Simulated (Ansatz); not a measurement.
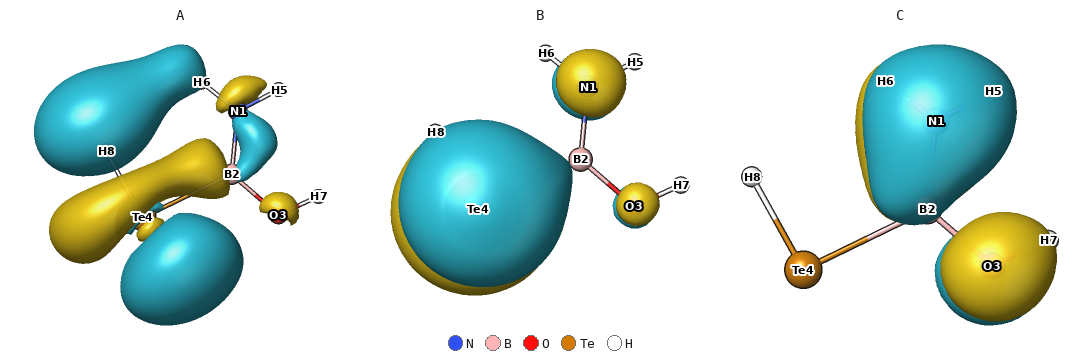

*BH₄NOTe (SMILES NB(O)[TeH]). Three frontier orbitals at ±0.08 Å⁻³ᐟ² (yellow and cyan are the two phases), in no order.*

Core potentials replace the inner electrons of Te.

The calculation used RKS LDA/def2-SVP (Ansatz).

```yaml
atoms:
  - { symbol: N, position_ang: [-0.2890, 0.9469, -0.1051] }
  - { symbol: B, position_ang: [0.3876, -0.2695, 0.0587] }
  - { symbol: O, position_ang: [1.7279, -0.4035, 0.2338] }
  - { symbol: Te, position_ang: [-0.6730, -2.1795, 0.0538] }
  - { symbol: H, position_ang: [0.1812, 1.8561, -0.1091] }
  - { symbol: H, position_ang: [-1.2997, 1.0045, -0.2326] }
  - { symbol: H, position_ang: [2.2204, 0.4378, 0.2477] }
  - { symbol: H, position_ang: [-2.1632, -1.4498, -0.2030] }
```

Q: Which picture is the HOMO−1, the HOMO and the LUMO?

A: C is the HOMO−1 (−6.69 eV). Its weight (Hirshfeld) is mainly on N1 (about 55 %), O3 (about 25 %) and B2 (about 10 %); it changes sign across the molecular plane (π type); π-antibonding (a node) across B2–O3. B is the HOMO (−4.92 eV). It lies mainly on Te4 (about 85 %); it changes sign across the molecular plane (π type). A is the LUMO (−0.92 eV). By Hirshfeld shares it lies mainly on Te4 (about 55 %), H8 (about 30 %) and B2 (about 5 %); it is symmetric in the molecular plane (an in-plane orbital: σ, lone-pair or in-plane π type).

Q: What is the HOMO–LUMO gap?

A: 4.00 eV between the orbital energies.
